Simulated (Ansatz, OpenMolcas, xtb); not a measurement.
Ligand exchange: SiH2(CH3)2 + C2H3FO → SiH2(CH3)F + C3H6O

Species: SiH2(CH3)2 (dimethylsilane), singlet; C2H3FO `FC1CO1`, singlet; SiH2(CH3)F, singlet; C3H6O (propylene oxide) `CC1CO1`, singlet. The partners trade CH3 for F: Si–CH3 and C–F bonds give way to Si–F and C–CH3.

Shapes, held fixed at every level: PBE0-D4/def2-TZVP. Programs: Ansatz 0.2.0, OpenMolcas 26.06, xtb 6.7.1. A level may come from different programs for different species; with the same settings they agree closely. The zero-point and thermal change to 298 K, harmonic and unscaled (PBE0-D4/def2-TZVP), is +4.2 kJ/mol.

```csv
level,kind,ΔH(298 K) (kJ/mol),less CCSD(T)/CBS estimate
GFN0-xTB,semi-empirical,-97.8,+69.1
PBE0/def2-SVP,global hybrid,-129.9,+37.0
B3LYP-D4/def2-TZVPP,global hybrid,-157.0,+9.9
BHLYP-D4/def2-TZVPP,global hybrid,-164.3,+2.6
wB97X-V/def2-TZVPP,range-separated hybrid,-155.0,+11.9
CCSD(T)/def2-SVP,coupled cluster or CI,-145.8,+21.1
CCSD/def2-TZVPP,coupled cluster or CI,-163.9,+3.0
CCSD(T)/CBS estimate,coupled cluster or CI,-166.9,0.0
```

The highest level, CCSD(T)/CBS estimate, gives ΔH(298 K) = -166.9 kJ/mol; the levels span -166.9 to -97.8. GFN0-xTB strays far from the other rows. The column of differences is taken from that level and isn't an error. No measured value is set beside it here. The CBS estimate extrapolates MP2 from def2-TZVPP and def2-QZVPP and adds CCSD(T) − MP2 in the triple-zeta set, cores frozen.

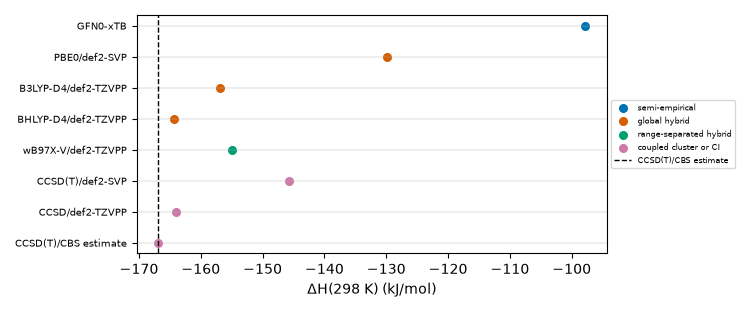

The values of the table, level by level.
